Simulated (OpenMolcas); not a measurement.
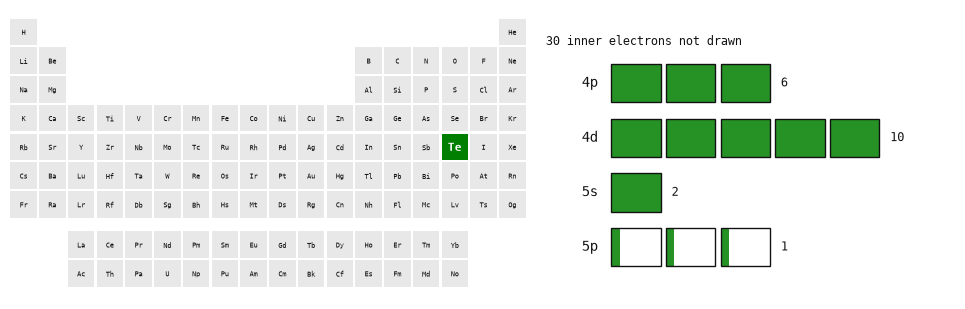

Left, the place of tellurium in the periodic table; right, the outer shells of the leading configuration of the lowest level: a box for each of the 2l + 1 orbitals, shaded by the share of the shell that is filled, with the electron count at the right.

**Run report: Te³⁺, multiconfigurational calculation (part 1 of 2)**

Te³⁺. Computed at this level: state-averaged RASSCF, active space 3 electrons in the shells 5s 5p 5d; RAS3 5d with at most 2 electrons, basis ANO-R2, X2C scalar Hamiltonian, spin-orbit coupling by RASSI with atomic mean-field integrals (OpenMolcas).

**Summary**

```tsv
quantity	value
outcome	converged
lowest level	5s² 5p ²P°₁/₂
first excited level	5s² 5p ²P°₃/₂, 7,966 cm⁻¹ (measured: 9,223)
energy of the lowest spin-free term	−6789.02564 hartree
energy of the lowest spin-orbit level	−6789.04986 hartree
largest spread among components of a term	0.0 cm⁻¹
hardware	1 CPU thread, shared host
wall time	27 s
```

**Notes**

Without dynamic correlation the gaps between configurations can be off by an electronvolt or more. Caveats: extra active shells serve correlation only, their own levels not computed; only configurations of the active space are included; some levels are strong mixtures of terms (leading term under 70 %).

**Input file**
```
&GATEWAY
Coord
1

Te 0.0 0.0 0.0
Basis=ANO-R2
Group=XYZ
NoMove
AngMom=0.0 0.0 0.0
AMFI
&SEWARD
&RASSCF
FileOrb=start.orb
Symmetry=2
Spin=4
nActEl=3 0 0
Inactive=14 9
Ras2=1 3
CIRoot=1 1 1
SDav=1
CIMx=300
Iter=120 100
PrWF=0.3
OrbListing=Nothing
MaxOrb=0
Atom
>>> COPY $Project.JobIph JOBPRE
&RASSCF
FileOrb=start.orb
Symmetry=2
Spin=4
nActEl=3 0 2
Inactive=14 9
Ras2=1 3
Ras3=5 0
CIRoot=1 1 1
SDav=46
CIMx=300
Iter=120 100
PrWF=0.3
OrbListing=Nothing
MaxOrb=0
Thrs=2.0e-7 1.0e-1 5.0e-4
Atom
>>> COPY $Project.JobIph JOB001
&RASSCF
FileOrb=start.orb
Symmetry=2
Spin=2
nActEl=3 0 2
Inactive=14 9
Ras2=1 3
Ras3=5 0
CIRoot=11 11 1
SDav=116
CIMx=300
Iter=120 100
PrWF=0.3
OrbListing=Nothing
MaxOrb=0
Thrs=2.0e-7 1.0e-1 5.0e-4
Atom
>>> COPY $Project.JobIph JOB002
&RASSCF
FileOrb=start.orb
Symmetry=1
Spin=4
nActEl=3 0 2
Inactive=14 9
Ras2=1 3
Ras3=5 0
CIRoot=3 3 1
SDav=28
CIMx=300
Iter=120 100
PrWF=0.3
OrbListing=Nothing
MaxOrb=0
Thrs=2.0e-7 1.0e-1 5.0e-4
Atom
>>> COPY $Project.JobIph JOB003
&RASSCF
FileOrb=start.orb
Symmetry=1
Spin=2
nActEl=3 0 2
Inactive=14 9
Ras2=1 3
Ras3=5 0
CIRoot=9 9 1
SDav=84
CIMx=300
Iter=120 100
PrWF=0.3
OrbListing=Nothing
MaxOrb=0
Thrs=2.0e-7 1.0e-1 5.0e-4
Atom
>>> COPY $Project.JobIph JOB004
&RASSI
NrOfJobIphs=4 1 11 3 9
1
1 2 3 4 5 6 7 8 9 10 11
1 2 3
1 2 3 4 5 6 7 8 9
IphNames
JOB001
JOB002
JOB003
JOB004
EJob
SpinOrbit
DIPRint=1.0
SOCoupling=1000.0
Subsets=2
MEES
Property=10
'ANGMOM' 1 'ANGMOM' 2 'ANGMOM' 3 'MLTPL  1' 1 'MLTPL  1' 2 'MLTPL  1' 3
'AMFI' 1 'AMFI' 2 'AMFI' 3 'MLTPL  2' 6
SOProperty=3
'ANGMOM' 1 'ANGMOM' 2 'ANGMOM' 3
```

The file start.orb holds starting orbitals from an earlier step. A driver script formed the levels outside the program, from RASSI's spin-orbit matrix and the active-space energies, averaged over the components of each term or state.

**Output (extracts)**
```
--- SEWARD ---
Basis set label: TE.ANO-R...7S6P4D2F1G.

      Electronic valence basis set:
      ------------------
      Associated Effective Charge  52.000000 au
      Associated Actual Charge     52.000000 au
      Nuclear Model: Finite nucleus - Gaussian distribution
        Gaussian exponent, Xi/bohr**(-2):  1.81931E+08

      Shell  nPrim  nBasis  Cartesian Spherical Contaminant
         s      23       7        X
         p      18       6        X
         d      12       4                 X
         f       6       2                 X
         g       5       1                 X
                  Relativistic X2C integrals
                  Atomic mean-field integrals
--- RASSCF ---
Wave function specifications:
      -----------------------------

      Number of closed shell electrons          46
      Number of electrons in active shells       3
      Max number of holes in RAS1 space          0
      Max nr of electrons in RAS3 space          2
      Number of inactive orbitals               23
      Number of active orbitals                  9
      Number of secondary orbitals              36
      Spin quantum number                      1.5
      State symmetry                             2
Orbital specifications:
      -----------------------

      Symmetry species                           1   2
                                                ag  au
      Frozen orbitals                            0   0
      Inactive orbitals                         14   9
      Active orbitals                            6   3
      RAS1 orbitals                              0   0
      RAS2 orbitals                              1   3
      RAS3 orbitals                              5   0
      Secondary orbitals                        16  20
      Deleted orbitals                           0   0
      Number of basis functions                 36  32
      Number of CSFs                            46
      Number of root(s) required                 1
      Iter CI   SX   CI       RASSCF       Energy    max ROT     max BLB   max BLB  Level Ln srch  Step   QN
          iter iter root      energy       change     param      element    value   shift minimum  type update
 Nr of preliminary CI iterations:   1
 ###############################################################################
 ###############################################################################
 ###                                                                         ###
 ###                                                                         ###
 ###    WARNING: Problems in orbital optimization.                           ###
 ###                                                                         ###
 ###                                                                         ###
 ###############################################################################
 ###############################################################################
  Warning: In symmetry  1, orbital p=  15 has diagonal density matrix element D(p,p) close to zero. D(p,p)=  3.712740E-24
      Total energies have been shifted. Add                -6000.00 au
        ...
 ###############################################################################
 ###############################################################################
  Warning: In symmetry  1, orbital p=  15 has diagonal density matrix element D(p,p) close to zero. D(p,p)=  3.244668E-24
        4   1    3    1  -788.23783631   -1.46E-11   3.84E-07   12  15 2 -4.87E-07   0.50   0.00    SX    NO
      Convergence after  4 iterations
        5   1    3    1  -788.23783631    7.28E-12   3.84E-07   12  15 2 -1.83E-07   0.50   0.00    SX    NO
      Natural orbitals and occupation numbers for root  1
      sym 1:   0.000000   0.004666   0.004666   0.004666   0.004666   0.004666
      sym 2:   0.992224   0.992224   0.992224
::    RASSCF root number  1 Total energy:  -6788.23783631
--- RASSCF ---
Wave function specifications:
      -----------------------------

      Number of closed shell electrons          46
      Number of electrons in active shells       3
      Max number of holes in RAS1 space          0
      Max nr of electrons in RAS3 space          2
      Number of inactive orbitals               23
      Number of active orbitals                  9
      Number of secondary orbitals              36
      Spin quantum number                      0.5
      State symmetry                             2
Orbital specifications:
      -----------------------

      Symmetry species                           1   2
                                                ag  au
      Frozen orbitals                            0   0
      Inactive orbitals                         14   9
      Active orbitals                            6   3
      RAS1 orbitals                              0   0
      RAS2 orbitals                              1   3
      RAS3 orbitals                              5   0
      Secondary orbitals                        16  20
      Deleted orbitals                           0   0
      Number of basis functions                 36  32
      Number of CSFs                           116
      Number of root(s) required                11
      Iter CI   SX   CI       RASSCF       Energy    max ROT     max BLB   max BLB  Level Ln srch  Step   QN
          iter iter root      energy       change     param      element    value   shift minimum  type update
 Nr of preliminary CI iterations:   1
      Total energies have been shifted. Add                -6000.00 au
        1   1    7    0  -788.43235430    0.00E+00   1.40E-01*  15  21 1  6.14E-02*  0.00   0.00    SX    NO
        2   1    7    0  -788.44261337   -1.03E-02*  9.77E-02   15  21 1 -4.85E-02*  0.00   0.00    SX    NO
        3   1    6    0  -788.44433532   -1.72E-03*  6.77E-02   15  21 1  3.44E-02*  0.00   0.00    SX    NO
        4   1    6    0  -788.44508984   -7.55E-04*  4.65E-02   15  21 1 -2.37E-02*  0.00   0.00    SX    NO
        5   1    6    0  -788.44543899   -3.49E-04*  1.83E-02   15  21 1  1.64E-02*  0.00   0.59    LS   YES
        6   1    5    0  -788.44575826   -3.19E-04*  6.99E-04   15  21 1  6.11E-04*  0.00   1.04    QN   YES
        7   1    5    0  -788.44575881   -5.50E-07*  3.96E-05    9  17 2 -4.65E-05   0.00   1.01    QN   YES
        8   1    4    0  -788.44575881   -3.06E-09   7.32E-06   10  23 1 -1.72E-05   0.00   0.85    QN   YES
      Convergence after  8 iterations
        9   1    4    0  -788.44575881   -2.62E-10   7.32E-06   15  22 1  2.48E-06   0.00   0.85    QN   YES
      Natural orbitals and occupation numbers for root  1
      sym 1:   1.941511   0.005622   0.000243   0.005622   0.007388   0.000243
      sym 2:   0.989626   0.024873   0.024873
      Natural orbitals and occupation numbers for root  2
      sym 1:   1.941511   0.005622   0.005622   0.000243   0.000243   0.007388
      sym 2:   0.024873   0.989626   0.024873
      Natural orbitals and occupation numbers for root  3
      sym 1:   1.941511   0.000243   0.005622   0.007388   0.000243   0.005622
      sym 2:   0.024873   0.024873   0.989626
::    RASSCF root number  1 Total energy:  -6789.02564130
::    RASSCF root number  2 Total energy:  -6789.02564130
::    RASSCF root number  3 Total energy:  -6789.02564130
::    RASSCF root number  4 Total energy:  -6788.26710338
::    RASSCF root number  5 Total energy:  -6788.26710338
::    RASSCF root number  6 Total energy:  -6788.26710338
::    RASSCF root number  7 Total energy:  -6788.26710338
::    RASSCF root number  8 Total energy:  -6788.26710338
::    RASSCF root number  9 Total energy:  -6788.16363536
::    RASSCF root number 10 Total energy:  -6788.16363536
::    RASSCF root number 11 Total energy:  -6788.16363536
--- RASSCF ---
Wave function specifications:
      -----------------------------

      Number of closed shell electrons          46
      Number of electrons in active shells       3
      Max number of holes in RAS1 space          0
      Max nr of electrons in RAS3 space          2
      Number of inactive orbitals               23
      Number of active orbitals                  9
      Number of secondary orbitals              36
      Spin quantum number                      1.5
      State symmetry                             1
Orbital specifications:
      -----------------------

      Symmetry species                           1   2
                                                ag  au
      Frozen orbitals                            0   0
      Inactive orbitals                         14   9
      Active orbitals                            6   3
      RAS1 orbitals                              0   0
      RAS2 orbitals                              1   3
      RAS3 orbitals                              5   0
      Secondary orbitals                        16  20
      Deleted orbitals                           0   0
      Number of basis functions                 36  32
      Number of CSFs                            28
      Number of root(s) required                 3
      Iter CI   SX   CI       RASSCF       Energy    max ROT     max BLB   max BLB  Level Ln srch  Step   QN
          iter iter root      energy       change     param      element    value   shift minimum  type update
 Nr of preliminary CI iterations:   1
      Total energies have been shifted. Add                -6000.00 au
        1   1    2    0  -788.73775121    0.00E+00   1.61E-07   15  22 1  1.16E-07   0.00   0.00    SX    NO
        2   1    1    0  -788.73775121   -1.09E-11   0.00E+00    9  22 1 -1.93E-08   0.00   0.00    SX    NO
        3   1    1    0  -788.73775121   -8.19E-12   0.00E+00    9  22 1 -1.93E-08   0.00   0.00    SX    NO
        4   1    1    0  -788.73775121   -3.64E-12   0.00E+00    9  22 1 -1.93E-08   0.00   0.00    SX    NO
      Convergence after  4 iterations
        5   1    1    0  -788.73775121    1.00E-11   0.00E+00    9  22 1 -1.93E-08   0.00   0.00    SX    NO
      Natural orbitals and occupation numbers for root  1
      sym 1:   0.997921   0.002994   0.000005   0.001785   0.001785   0.002994
      sym 2:   0.002074   0.995221   0.995221
      Natural orbitals and occupation numbers for root  2
      sym 1:   0.997921   0.002994   0.000005   0.001785   0.002994   0.001785
      sym 2:   0.995221   0.995221   0.002074
      Natural orbitals and occupation numbers for root  3
      sym 1:   0.997921   0.000005   0.002994   0.002994   0.001785   0.001785
      sym 2:   0.995221   0.002074   0.995221
::    RASSCF root number  1 Total energy:  -6788.73775121
::    RASSCF root number  2 Total energy:  -6788.73775121
::    RASSCF root number  3 Total energy:  -6788.73775121
--- RASSCF ---
Wave function specifications:
      -----------------------------

      Number of closed shell electrons          46
      Number of electrons in active shells       3
      Max number of holes in RAS1 space          0
      Max nr of electrons in RAS3 space          2
      Number of inactive orbitals               23
      Number of active orbitals                  9
      Number of secondary orbitals              36
      Spin quantum number                      0.5
      State symmetry                             1
Orbital specifications:
      -----------------------

      Symmetry species                           1   2
                                                ag  au
      Frozen orbitals                            0   0
      Inactive orbitals                         14   9
      Active orbitals                            6   3
      RAS1 orbitals                              0   0
      RAS2 orbitals                              1   3
      RAS3 orbitals                              5   0
      Secondary orbitals                        16  20
      Deleted orbitals                           0   0
      Number of basis functions                 36  32
      Number of CSFs                            84
      Number of root(s) required                 9
      Iter CI   SX   CI       RASSCF       Energy    max ROT     max BLB   max BLB  Level Ln srch  Step   QN
          iter iter root      energy       change     param      element    value   shift minimum  type update
 Nr of preliminary CI iterations:   1
      Total energies have been shifted. Add                -6000.00 au
        1   1    7    0  -788.57601636    0.00E+00  -4.98E-02   12  14 2 -1.19E-02*  0.00   0.00    SX    NO
        2   1    6    0  -788.57851536   -2.50E-03*  8.11E-03   10  23 1  4.71E-03*  0.00   0.00    SX    NO
        3   1    6    0  -788.57857611   -6.07E-05*  8.11E-04   10  23 1 -2.37E-03*  0.00   0.00    SX    NO
        4   1    6    0  -788.57858061   -4.50E-06* -2.01E-04   10  23 1  1.17E-03*  0.00   0.00    SX    NO
        5   1    6    0  -788.57858145   -8.38E-07*  6.91E-05   10  23 1 -5.75E-04*  0.00   0.68    QN   YES
        6   1    4    0  -788.57858170   -2.54E-07* -5.88E-06    9  17 2 -5.54E-06   0.00   1.00    QN   YES
        7   1    3    0  -788.57858170   -7.82E-11  -1.05E-06    9  17 2 -8.40E-07   0.00   1.13    QN   YES
      Convergence after  7 iterations
        8   1    3    0  -788.57858170   -3.64E-12  -1.05E-06    9  17 2  2.38E-08   0.00   1.13    QN   YES
      Natural orbitals and occupation numbers for root  1
      sym 1:   1.120645   0.008463   0.004289   0.140734   0.001333   0.002373
      sym 2:   0.692800   0.034123   0.995240
      Natural orbitals and occupation numbers for root  2
      sym 1:   1.120650   0.140690   0.001372   0.001956   0.004987   0.008183
      sym 2:   0.078340   1.061103   0.582720
      Natural orbitals and occupation numbers for root  3
      sym 1:   1.120658   0.140631   0.001580   0.005931   0.007614   0.001424
      sym 2:   1.120412   0.433663   0.168088
::    RASSCF root number  1 Total energy:  -6788.63994210
::    RASSCF root number  2 Total energy:  -6788.63994210
::    RASSCF root number  3 Total energy:  -6788.63994210
::    RASSCF root number  4 Total energy:  -6788.63994210
::    RASSCF root number  5 Total energy:  -6788.63994210
::    RASSCF root number  6 Total energy:  -6788.52903573
::    RASSCF root number  7 Total energy:  -6788.49282969
::    RASSCF root number  8 Total energy:  -6788.49282969
::    RASSCF root number  9 Total energy:  -6788.49282969
--- RASSI ---
SPIN-FREE ENERGIES:
  (Shifted by EMIN (a.u.) =      -6789.0256413020)

 SF State       Relative EMIN(au)   Rel lowest level(eV)    D:o, cm**(-1)      L_eff

     2             0.0000000000        0.0000000000              0.0000         1.0
     3             0.0000000000        0.0000000000              0.0000         1.0
     4             0.0000000000        0.0000000000              0.0000         1.0
    13             0.2878900904        7.8338884468          63184.5715         1.0
    14             0.2878900904        7.8338884468          63184.5715         1.0
    15             0.2878900904        7.8338884468          63184.5715         1.0
    16             0.3856991980       10.4954098505          84651.1893         2.0
    17             0.3856991980       10.4954098505          84651.1893         2.0
    18             0.3856991980       10.4954098505          84651.1893         2.0
    19             0.3856991980       10.4954098505          84651.1893         2.0
    20             0.3856991980       10.4954098505          84651.1893         2.0
    21             0.4966055709       13.5133260016         108992.3246         0.0
    22             0.5328116092       14.4985424940         116938.6315         1.0
    23             0.5328116092       14.4985424940         116938.6315         1.0
    24             0.5328116092       14.4985424940         116938.6315         1.0
     7             0.7585379195       20.6408683095         166479.8303         2.0
     8             0.7585379195       20.6408683095         166479.8303         2.0
     9             0.7585379195       20.6408683095         166479.8303         2.0
     5             0.7585379195       20.6408683095         166479.8303         2.0
     6             0.7585379195       20.6408683095         166479.8303         2.0
     1             0.7878049905       21.4372658841         172903.2099         0.0
    12             0.8620059409       23.4563766036         189188.4361         1.0
    10             0.8620059409       23.4563766036         189188.4361         1.0
    11             0.8620059409       23.4563766036         189188.4361         1.0
     Dipole printing threshold changed to   1.00000000E+00
```

(Continued in part 2.)
